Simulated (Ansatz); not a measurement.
**A computed series for MoS2: pressure series**

The parent structure is MoS2 in the 3R-MoS2 type structure (space group R3m, No. 160; a = 3.153 Å, c = 17.994 Å (hexagonal axes); layered, stacked along the Cartesian z axis).

Cell and atoms are relaxed at each pressure.

The values are results of PBE-D3(BJ)/PAW in Ansatz (a program for electronic structure), no SOC, earlier PAW set, not measurements.

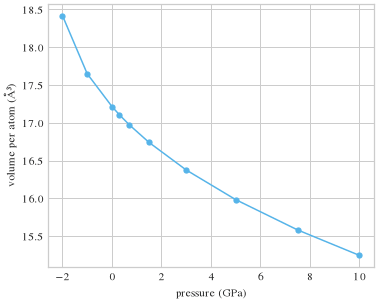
Figure. Volume per atom against pressure

| pressure (GPa) | volume per atom |
|---|---|
| -2 | 18.42 Å³ |
| -1 | 17.65 Å³ |
| 0.3 | 17.11 Å³ |
| 0.7 | 16.97 Å³ |
| 1.5 | 16.74 Å³ |
| 3 | 16.38 Å³ |
| 5 | 15.98 Å³ |
| 7.5 | 15.58 Å³ |
| 10 | 15.25 Å³ |

Load acts through the strain it causes; cell and atoms are relaxed under it. Stability against distortions was not tested. No other phases were tried under pressure.
